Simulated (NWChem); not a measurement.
# One shape, several levels: C2H3F3 (1,1,1-trifluoroethane)

Aim: a comparison of 5 runs (B3LYP/cc-pVDZ, BHLYP/cc-pVDZ, M06-2X/cc-pVDZ, M06-L/cc-pVDZ, PBE0/cc-pVDZ) of C2H3F3 (1,1,1-trifluoroethane). 

Program for the calculation: NWChem 7.3.0.

## Step 1: Starting point

C2H3F3 has 8 atoms, charge 0, and is taken as a singlet. SMILES: `CC(F)(F)F`. The shape is that of a PBE0-D4/def2-TZVP optimisation.

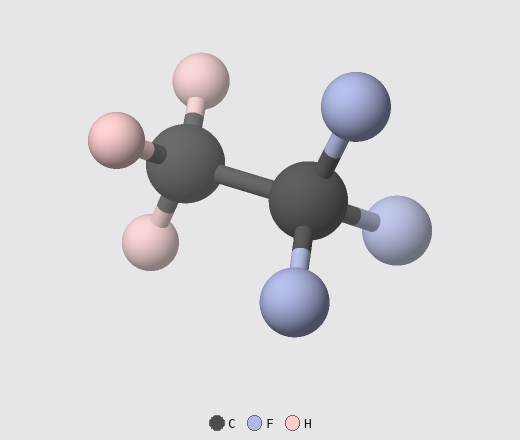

Viewed from a chosen angle; carbon dark grey, fluorine light blue, hydrogen pink.

## Step 2: Energy and forces at B3LYP/cc-pVDZ (run 1)

File run.py:

```python
from ase import Atoms
from ase.calculators.nwchem import NWChem

atoms = Atoms(['C', 'C', 'F', 'F', 'F', 'H', 'H', 'H'], positions=[
    [-0.615400, -0.141500, 0.471500],
    [0.557600, 0.109900, -0.423700],
    [1.692800, -0.382000, 0.093900],
    [0.395200, -0.458200, -1.627700],
    [0.754200, 1.420300, -0.629900],
    [-0.441600, 0.335800, 1.434900],
    [-0.738000, -1.214600, 0.611200],
    [-1.512600, 0.273100, 0.014000],
])

calc = NWChem(
    label='geom',
    theory='dft',
    memory='2200 mb',
    basis='cc-pVDZ',
    basispar='spherical bse',
    dft={'xc': 'b3lyp', 'mult': '1', 'grid': 'xfine', 'convergence': 'energy 1e-08', 'iterations': '100', 'mulliken': None},
)
atoms.calc = calc

forces = atoms.get_forces()
print(f"energy = {atoms.get_potential_energy():.6f} eV")
print("forces (eV/A):")
for s, f in zip(atoms.symbols, forces):
    print(f"{s:2s} {f[0]:10.5f} {f[1]:10.5f} {f[2]:10.5f}")
print("dipole (e A):", atoms.get_dipole_moment().round(4))
```

Started as:

```bash
$ export ASE_NWCHEM_COMMAND="nwchem PREFIX.nwi > PREFIX.nwo"
$ python run.py
```

The program printed:

```text
energy = -10274.407975 eV
forces (eV/A):
C     0.06932    0.01640   -0.05307
C    -0.21587   -0.04978    0.16255
F     0.50291   -0.23402    0.25973
F    -0.10012   -0.26868   -0.53911
F     0.06690    0.60668   -0.07713
H     0.02509    0.13339    0.30051
H    -0.06124   -0.31933    0.06052
H    -0.28699    0.11534   -0.11395
dipole (e A): [-0.3433 -0.0734  0.2621]
```

The calculator wrote geom.nwi:

```
title "geom"

permanent_dir geom

scratch_dir geom

start geom

geometry units angstrom nocenter noautosym noautoz
  C  -6.1539999999999995e-01 -1.4149999999999999e-01 4.7149999999999997e-01
  C  5.5759999999999998e-01 1.0990000000000000e-01 -4.2370000000000002e-01
  F  1.6928000000000001e+00 -3.8200000000000001e-01 9.3899999999999997e-02
  F  3.9520000000000000e-01 -4.5820000000000000e-01 -1.6276999999999999e+00
  F  7.5419999999999998e-01 1.4202999999999999e+00 -6.2990000000000002e-01
  H  -4.4159999999999999e-01 3.3579999999999999e-01 1.4349000000000001e+00
  H  -7.3799999999999999e-01 -1.2145999999999999e+00 6.1119999999999997e-01
  H  -1.5125999999999999e+00 2.7310000000000001e-01 1.4000000000000000e-02
end

memory 2200 mb

basis spherical bse noprint
   * library cc-pVDZ
end

dft
  xc b3lyp
  mult 1
  grid xfine
  convergence energy 1e-08
  iterations 100
  mulliken
end

task dft gradient
```

geom.nwo:

```text
Northwest Computational Chemistry Package (NWChem) 7.3.0
             --------------------------------------------------------

           Job information
           ---------------

    nwchem branch   = 7.3.0
    use scalapack   = T
    input           = geom.nwi
    prefix          = geom.
    data base       = geom/geom.db
    status          = startup
    nproc           =        1

           Memory information
           ------------------

    heap     =     72089596 doubles =      550.0 Mbytes
    stack    =     72089601 doubles =      550.0 Mbytes
    global   =    144179200 doubles =     1100.0 Mbytes (distinct from heap & stack)
    total    =    288358397 doubles =     2200.0 Mbytes
    verify   = yes
    hardfail = no

           Directory information
           ---------------------

  0 permanent = geom
  0 scratch   = geom

                                NWChem Input Module
                                -------------------

                                       geom
                                       ----

[... 95 lines left out ...]
  convergence criterion.
[... 17 lines left out ...]
          Convergence on gradient requested:  5.00D-04
[... 26 lines left out ...]
          Convergence aids based upon iterative change in
[... 28 lines left out ...]
 1-e energy   =    -922.315763
[... 48 lines left out ...]
         Total DFT energy =     -377.577531913525
[... 2 lines left out ...]
    Exchange-Corr. energy =      -43.449525556003
[... 664 lines left out ...]
          Convergence on energy requested:  1.00D-08
[... 24 lines left out ...]
          Spatial weights used:  Erf1
[... 4 lines left out ...]
          total energy or number of iterations.
[... 18 lines left out ...]
                            NWChem DFT Gradient Module
                            --------------------------

                                       geom

  charge          =   0.00
  wavefunction    = closed shell

                         DFT ENERGY GRADIENTS

    atom               coordinates                        gradient
                 x          y          z           x          y          z
   1 C      -1.162937  -0.267396   0.891006   -0.001348  -0.000319   0.001032
   2 C       1.053711   0.207681  -0.800677    0.004198   0.000968  -0.003161
   3 F       3.198928  -0.721875   0.177445   -0.009780   0.004551  -0.005051
[... 4 lines of this table left out ...]
   8 H      -2.858400   0.516084   0.026456    0.005581  -0.002243   0.002216

                 ----------------------------------------
                 |  Time  |  1-e(secs)   |  2-e(secs)   |
                 ----------------------------------------
                 |  CPU   |       0.01   |       2.20   |
                 ----------------------------------------
                 |  WALL  |       0.01   |       2.20   |
                 ----------------------------------------

 Task  times  cpu:       31.1s     wall:       31.1s
 Total times  cpu:       31.2s     wall:       31.2s
```

Run time: 32 s. Hardware: 1 thread of Intel Xeon Platinum 8488C (Sapphire Rapids), shared host; peak memory 0.14 GiB.

## Step 3: Energy and forces at BHLYP/cc-pVDZ (run 2)

File test.xyz:

```xyz
8
C2H3F3 BHLYP
C     -0.615400    -0.141500     0.471500
C      0.557600     0.109900    -0.423700
F      1.692800    -0.382000     0.093900
F      0.395200    -0.458200    -1.627700
F      0.754200     1.420300    -0.629900
H     -0.441600     0.335800     1.434900
H     -0.738000    -1.214600     0.611200
H     -1.512600     0.273100     0.014000
```

File test.nw:

```
echo
start test
title "C2H3F3 BHLYP"
memory 2200 mb

geometry noautosym nocenter noautoz
 load test.xyz
end

basis spherical bse
 * library cc-pVDZ
end

dft
 xc bhlyp
 grid xfine
 convergence energy 1e-08
 maxiter 100
 mulliken
end

task dft gradient
```

Started as:

```bash
$ nwchem test.nw > test.out
```

The program printed:

```text
[...]
          Wavefunction type:  closed shell.
          No. of atoms     :     8
          No. of electrons :    42
[...]
          Charge           :     0
          Spin multiplicity:     1
[...]
          AO basis - number of functions:    85
[...]
              XC Information
              --------------
                        BHLYP Method XC Functional
                     Hartree-Fock (Exact) Exchange  0.500
                        Slater Exchange Functional  0.500 local
                    Becke 1988 Exchange Functional  0.500 non-local
              Lee-Yang-Parr Correlation Functional  1.000
[...]
 d= 0,ls=0.0,diis     1   -377.2861294248 -5.79D+02  1.23D-02  1.31D+00     3.6
[...]
 d= 0,ls=0.0,diis     8   -377.4254955780 -9.11D-09  1.57D-06  5.92D-08    25.7
         Total DFT energy =     -377.425495578006
      One electron energy =     -923.918846453720
           Coulomb energy =      387.697842302810
    Exchange-Corr. energy =      -43.320899054773
 Nuclear repulsion energy =      202.116407627676
[...]
      Total Density - Mulliken Population Analysis
     ---------------------------------------------
    Atom       Charge   Shell Charges
 -----------   ------   -------------------------------------------------------
    1 C    6     6.06   2.01  0.66  0.36  2.14  0.85  0.04
    2 C    6     5.49   2.01  0.73  0.17  1.84  0.43  0.32
    3 F    9     9.21   2.00  0.90  0.99  3.35  1.96  0.01
    4 F    9     9.21   2.00  0.90  0.99  3.35  1.96  0.01
    5 F    9     9.21   2.00  0.90  0.99  3.35  1.96  0.01
    6 H    1     0.94   0.74  0.17  0.03
    7 H    1     0.94   0.74  0.17  0.03
    8 H    1     0.94   0.74  0.17  0.03
[...]
  wavefunction    = closed shell
                         DFT ENERGY GRADIENTS
    atom               coordinates                        gradient
                 x          y          z           x          y          z
   1 C      -1.162937  -0.267396   0.891006   -0.002987  -0.000671   0.002284
   2 C       1.053711   0.207681  -0.800677   -0.002448  -0.000453   0.001913
   3 F       3.198928  -0.721875   0.177445    0.005366  -0.002514   0.002800
   4 F       0.746820  -0.865872  -3.075907   -0.001106  -0.002908  -0.005810
   5 F       1.425231   2.683978  -1.190338    0.000682   0.006414  -0.000801
   6 H      -0.834503   0.634570   2.711568   -0.000161  -0.000346  -0.000667
   7 H      -1.394618  -2.295261   1.155001    0.000050   0.000782  -0.000078
   8 H      -2.858400   0.516084   0.026456    0.000605  -0.000305   0.000359
[...]
```

Run time: 32 s. Hardware: 1 thread of Intel Xeon Platinum 8488C (Sapphire Rapids), shared host; peak memory 0.14 GiB.

Runs 3 to 4 aren't shown in full; the table further down has their settings and results.

## Step 4: Energy and gradient at PBE0/cc-pVDZ (run 5)

File work.xyz:

```xyz
8

C     -0.615400    -0.141500     0.471500
C      0.557600     0.109900    -0.423700
F      1.692800    -0.382000     0.093900
F      0.395200    -0.458200    -1.627700
F      0.754200     1.420300    -0.629900
H     -0.441600     0.335800     1.434900
H     -0.738000    -1.214600     0.611200
H     -1.512600     0.273100     0.014000
```

File work.nw:

```
start work
memory 2200 mb
geometry noautosym nocenter noautoz
 load work.xyz
end
basis spherical bse
 * library cc-pVDZ
end
dft
 xc pbe0
 grid xfine
 convergence energy 1e-08
 iterations 100
 mulliken
 print medium
end
task dft gradient
```

Started as:

```bash
$ nwchem work.nw > work.out
```

The program printed:

```text
[...]
          Wavefunction type:  closed shell.
          No. of atoms     :     8
          No. of electrons :    42
[...]
          Charge           :     0
          Spin multiplicity:     1
[...]
          AO basis - number of functions:    85
[...]
              XC Information
              --------------
                         PBE0 Method XC Functional
                     Hartree-Fock (Exact) Exchange  0.250
          PerdewBurkeErnzerhof Exchange Functional  0.750
            Perdew 1991 LDA Correlation Functional  1.000 local
           PerdewBurkeErnz. Correlation Functional  1.000 non-local
[...]
 d= 0,ls=0.0,diis     1   -377.0545029069 -5.79D+02  1.55D-02  1.50D+00     3.8
[...]
 d= 0,ls=0.0,diis     8   -377.2095882444 -3.76D-09  2.46D-06  1.38D-07    25.6
         Total DFT energy =     -377.209588244418
      One electron energy =     -923.892625809326
           Coulomb energy =      387.629101715833
    Exchange-Corr. energy =      -43.062471778601
 Nuclear repulsion energy =      202.116407627676
[...]
      Total Density - Mulliken Population Analysis
     ---------------------------------------------
    Atom       Charge   Shell Charges
 -----------   ------   -------------------------------------------------------
    1 C    6     6.10   2.01  0.66  0.39  2.15  0.86  0.04
    2 C    6     5.58   2.01  0.73  0.19  1.87  0.46  0.32
    3 F    9     9.18   2.01  0.90  0.99  3.33  1.94  0.01
    4 F    9     9.18   2.01  0.90  0.99  3.33  1.94  0.01
    5 F    9     9.18   2.01  0.90  0.99  3.33  1.94  0.01
    6 H    1     0.93   0.74  0.16  0.03
    7 H    1     0.93   0.74  0.16  0.03
    8 H    1     0.93   0.74  0.16  0.03
[...]
  wavefunction    = closed shell
                         DFT ENERGY GRADIENTS
    atom               coordinates                        gradient
                 x          y          z           x          y          z
   1 C      -1.162937  -0.267396   0.891006   -0.004317  -0.000955   0.003298
   2 C       1.053711   0.207681  -0.800677    0.001731   0.000440  -0.001277
   3 F       3.198928  -0.721875   0.177445   -0.002708   0.001332  -0.001535
   4 F       0.746820  -0.865872  -3.075907    0.000663   0.001516   0.002913
   5 F       1.425231   2.683978  -1.190338   -0.000273  -0.003410   0.000354
   6 H      -0.834503   0.634570   2.711568   -0.000641  -0.002332  -0.004990
   7 H      -1.394618  -2.295261   1.155001    0.000838   0.005431  -0.000877
   8 H      -2.858400   0.516084   0.026456    0.004707  -0.002022   0.002115
[...]
```

Run time: 32 s. Hardware: 1 thread of Intel Xeon Platinum 8488C (Sapphire Rapids), shared host; peak memory 0.14 GiB.

## Step 5: The series

```csv
run,level,energy (Eh),dipole moment (D),HOMO energy (eV),LUMO energy (eV),wall time
1,B3LYP/cc-pVDZ,-377.577532,2.10,-10.29,1.83,32 s
2,BHLYP/cc-pVDZ,-377.425496,2.31,-12.43,2.84,32 s
3,M06-2X/cc-pVDZ,-377.453796,2.24,-12.28,2.98,53 s
4,M06-L/cc-pVDZ,-377.537722,2.13,-9.24,2.15,61 s
5,PBE0/cc-pVDZ,-377.209588,2.15,-10.61,2.22,32 s
```

## Step 6: What came out

| quantity | value |
| --- | --- |
| run 5: total energy | -377.20959 Eh |
| run 5: dipole moment | 2.15 D |
| run 5: HOMO energy | -10.61 eV |
| run 5: LUMO energy | 2.22 eV |
| run 5: HOMO–LUMO gap | 12.83 eV |
| run 5: largest force on an atom | 0.286 eV/Å |

What this shows: The dipole moment (its size) runs from 2.10 D (B3LYP/cc-pVDZ) to 2.31 D (BHLYP/cc-pVDZ). The HOMO–LUMO gap runs from 11.39 eV (M06-L/cc-pVDZ) to 15.27 eV (BHLYP/cc-pVDZ). Totals of different functionals can't be ranked against each other. All runs together took 3.5 min, the longest 61 s.
